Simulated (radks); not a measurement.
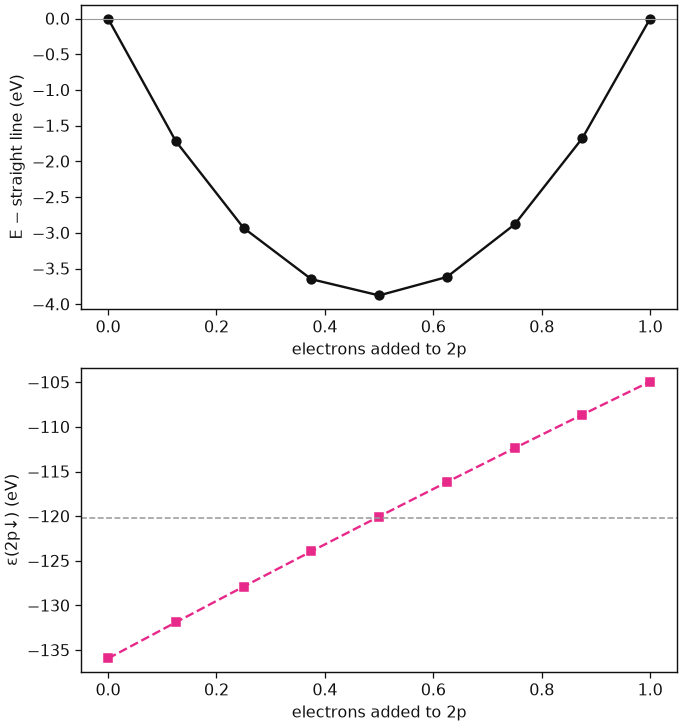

Computed with the in-house radial solver radks: scalar-relativistic Kohn-Sham, BLYP, spin-polarised, spherical densities, finite nucleus. The occupation of the 2p shell is varied from Si²⁺ ([He] 2s2 2p5 3s2 3p1 (high spin)) to Si⁺ ([Ne] 3s2 3p1 (high spin)), with spherical fractional occupations. The plot shows the total energy less the straight line between the end points, and the eigenvalue of 2p↓ (the dashed line is minus the energy to take the whole electron out).

Question: Is the energy convex or concave in the occupation, and by how much?

Answer: The curve is convex (below the straight line), with the largest deviation among the points computed, −3.88 eV, at 0.5. The end points differ by 120.2 eV, the energy to take the electron out. The eigenvalue, which is the slope of the energy (Janak's theorem), moves from −135.9 eV at 0 to −104.9 eV at 1; for a straight line it would stay constant, and a parabola would sag by an eighth of this change, scaled to a whole electron, 3.87 eV. Convexity is the mark of the delocalisation error, which puts fractional charges too low; for p, d and f shells the spherical spreading of the fraction adds to it. The shell lies under occupied ones, so the straight line is a guide here rather than an exact condition.
